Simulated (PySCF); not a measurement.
C₆H₁₄SSi₂

The calculation's input:

```
{"job": {"kind": "nmr", "xc": "PBE0", "basis": "pcSseg-1"}, "charge": 0, "multiplicity": 1}
C      4.477624     0.999112     0.497658
C      3.905906    -0.021934     0.221137
Si     2.974733    -1.552209    -0.232504
S      1.132993    -1.007103    -1.207592
Si     0.356541     0.640429    -0.040637
C      0.508712     0.252224     1.811674
C     -1.447541     0.854992    -0.598114
C     -2.338569    -0.343680    -0.276343
C     -3.757146    -0.147450    -0.796442
H      4.989673     1.885174     0.743538
H      2.665563    -2.290822     0.990313
H      3.687031    -2.327565    -1.236193
H      1.159063     1.817543    -0.383667
H      1.552028     0.239783     2.115157
H     -0.002750     0.999237     2.410710
H      0.081242    -0.717304     2.054191
H     -1.469556     1.025702    -1.675753
H     -1.864606     1.750083    -0.133159
H     -2.369924    -0.497695     0.804617
H     -1.908895    -1.239120    -0.729492
H     -4.211606     0.732704    -0.345517
H     -3.750698    -0.013579    -1.875995
H     -4.374572    -1.011537    -0.561632
```

Command:

```sh
OMP_NUM_THREADS=1 python probes_run.py task.json out
```

Geometry: GFN2-xTB.

These are results of PBE0/pcSseg-1, SCF density, gas phase, non-relativistic in PySCF, not measurements.

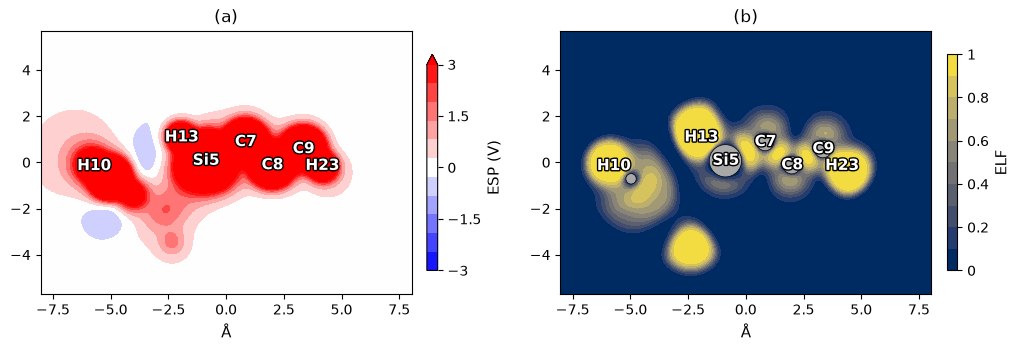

Figure 1. (a) molecular electrostatic potential; (b) ELF on the plane of atoms C7, Si5 and H13. Grey discs cover the atomic cores in the ELF map.

Q: Describe what can be read from this map.

A:
- The section cuts through Si, C and H sites.
- C–Si (1.90 Å): the ELF peaks at about 0.95 between the atoms (localised, covalent bonding).
- Si–H (1.47 Å): the ELF climbs to about 1 towards the hydrogen, as it does in any bond to H.
- Outside the dense part of the molecule the potential is most negative (−0.7 V) near C2, which lies off the plane.

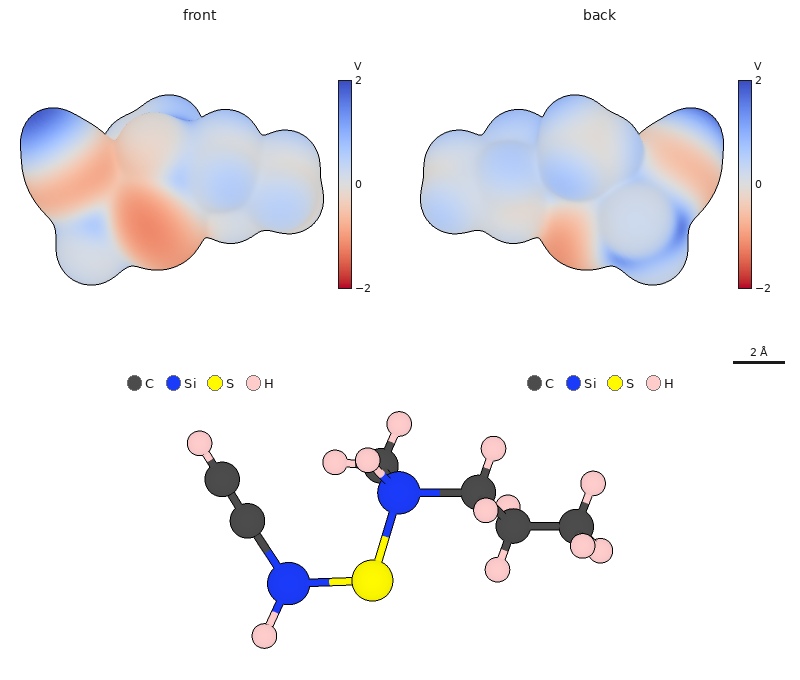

Figure 2. The molecular electrostatic potential painted on the density surface at 0.002 e/bohr³, seen from the front and from behind; red is negative and blue positive. The bare structure is drawn below in the same view.

Q: Describe the electrostatic potential map.

A: The most negative region (about −1.1 V) lies over S4, the most positive (about +1.7 V) over H10.

Q: What dipole moment does the calculation give?

A: Its dipole moment is 2.05 D.
